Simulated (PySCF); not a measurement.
C4H13N3O2Si

Input

```
{"job": {"kind": "nmr", "xc": "PBE0", "basis": "pcSseg-1"}, "charge": 0, "multiplicity": 1}
C      1.184986     1.827644     0.561679
Si     1.604752     0.169808    -0.285602
N      1.793981    -1.219517     0.719598
O      3.022187     0.516212    -1.023611
N      0.469155    -0.312023    -1.503683
C     -0.664022    -1.167381    -1.283040
C     -1.864823    -0.468668    -0.618095
C     -1.680563    -0.325932     0.878858
N     -2.264842     0.771559     1.416026
O     -1.088611    -1.128118     1.567868
H      1.090926     2.631706    -0.161912
H      0.253653     1.766106     1.116374
H      1.965261     2.114024     1.259262
H      0.966973    -1.521665     1.213763
H      2.576010    -1.222761     1.355350
H      3.444197    -0.174391    -1.527325
H      0.283681     0.373695    -2.221433
H     -0.341602    -1.986717    -0.640862
H     -0.986076    -1.581867    -2.244986
H     -2.760315    -1.076445    -0.770531
H     -2.026450     0.510033    -1.073141
H     -2.769627     1.440427     0.863396
H     -2.213579     0.910072     2.412125
```

Run with:

```sh
OMP_NUM_THREADS=1 python probes_run.py task.json out
```

Geometry: GFN2-xTB.

The calculation used PySCF, PBE0/pcSseg-1, SCF density, gas phase, non-relativistic.

Q: What can the converged electron density and electron localisation function tell about the bonding?

A: C–O (1.21 Å): ρ is about 3.3 e/Å³ halfway; the ELF peaks at about 0.85 between the atoms (a multiple bond).
C–N (1.35 Å): ρ is about 2.3 e/Å³ halfway; the ELF peaks at about 0.90 between the atoms: localised, covalent bonding.
C–C (1.51 Å): ρ at the midpoint is about 1.7 e/Å³; the ELF peaks at about 0.95 between the atoms, as expected for localised, covalent bonding.

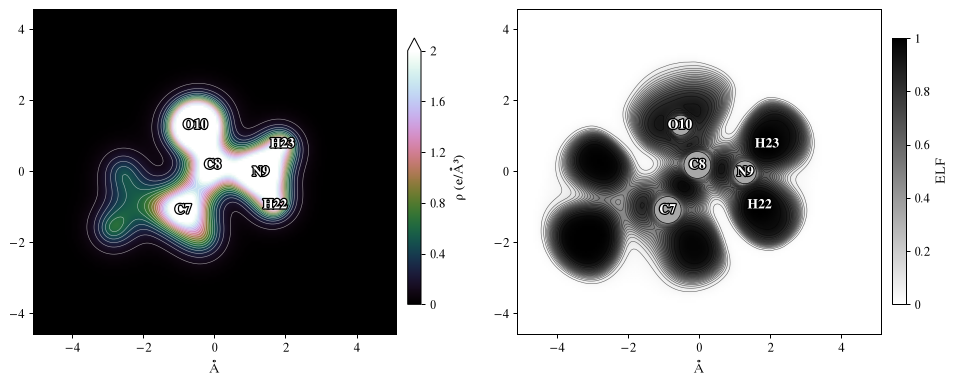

Computed electron density and electron localisation function on the plane of atoms C7, C8 and N9, in this order. Grey discs cover the atomic cores in the ELF map. 
